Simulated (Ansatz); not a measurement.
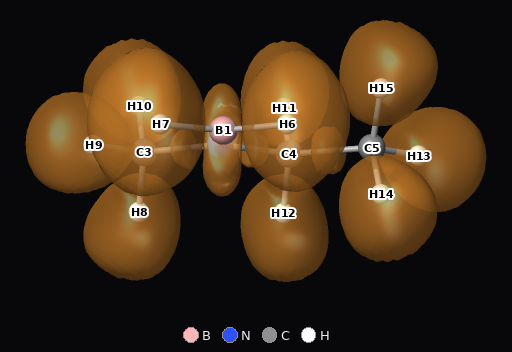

*C₃H₁₀BN (SMILES BN(C)CC). Isosurface of the electron localisation function at 0.85 (orange), seen from one side. Core shells and regions of very low density are left out.*

Geometry: PBE0-D4/def2-TZVP.

These are results of RKS PBE0-D4/def2-TZVPP (Ansatz 0.2.0), not measurements.

```xyz
15

B     0.0428   -0.2165    1.6347
N     0.3248   -0.4018    0.2907
C     1.2587   -1.4090   -0.1653
C    -0.2411    0.3430   -0.8232
C    -1.2241    1.4274   -0.4531
H    -0.7310    0.6200    1.9899
H     0.5999   -0.9204    2.4282
H     2.0862   -0.9513   -0.7199
H     1.6642   -1.9508    0.6868
H     0.7661   -2.1225   -0.8362
H    -0.7246   -0.3737   -1.5011
H     0.5883    0.7808   -1.3954
H    -1.5756    1.9144   -1.3653
H    -0.7664    2.1855    0.1843
H    -2.0900    1.0242    0.0742
```

### What do the ELF domains correspond to?

The surface consists of one region between bonded B–N atoms (shared pairs), one region between bonded C–C atoms (shared pairs), two regions between bonded C–N atoms (shared pairs) and ten regions around hydrogen nuclei. Along the contacts the grid gives the following. B–N (1.39 Å): the ELF peaks at about 0.90 between the atoms; a polar covalent bond. C–N (1.45 Å): the ELF peaks at about 0.95 between the atoms, as expected for a covalent bond.
